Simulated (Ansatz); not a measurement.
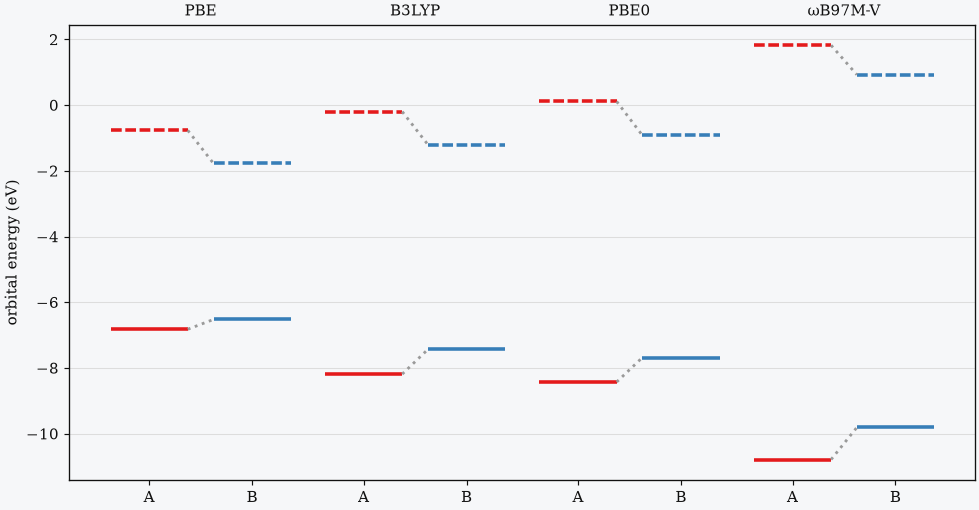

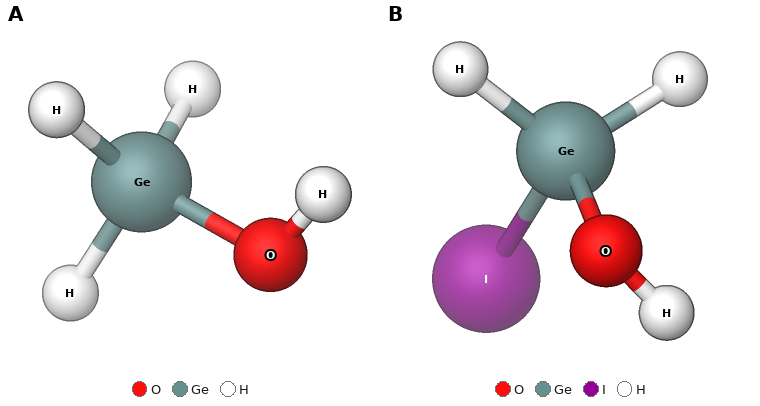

One change: A, GeH₄O (SMILES [OH][GeH3]), becomes B, GeH₃OI (SMILES [OH][GeH2][I]). H on Ge is replaced by I. HOMO (solid) and LUMO (dashed) computed in def2-TZVPP at PBE0-D4/def2-TZVP geometries, both minima by their frequencies, gas phase, the Ansatz code. Empty levels above zero depend strongly on the basis.

**What does the change do to HOMO and LUMO?**

PBE: the HOMO rises by 0.30 eV, the LUMO falls by 1.01 eV, and the separation goes from 6.05 to 4.75 eV. B3LYP: the HOMO rises by 0.75 eV, the LUMO falls by 1.01 eV, and the separation goes from 7.99 to 6.23 eV. PBE0: the HOMO rises by 0.75 eV, the LUMO falls by 1.03 eV, and the separation goes from 8.54 to 6.76 eV. ωB97M-V: the HOMO rises by 0.98 eV, the LUMO falls by 0.90 eV, and the separation goes from 12.61 to 10.74 eV.

**Do the functionals agree on the effect?**

They agree on the direction for both levels; the HOMO shift lies between 0.30 and 0.98 eV and the LUMO shift between −1.03 and −0.90 eV, while the separations themselves differ by up to 6.6 eV between functionals.

Note: core potentials past krypton; spin-orbit coupling is left out, and with I it can shift these values.
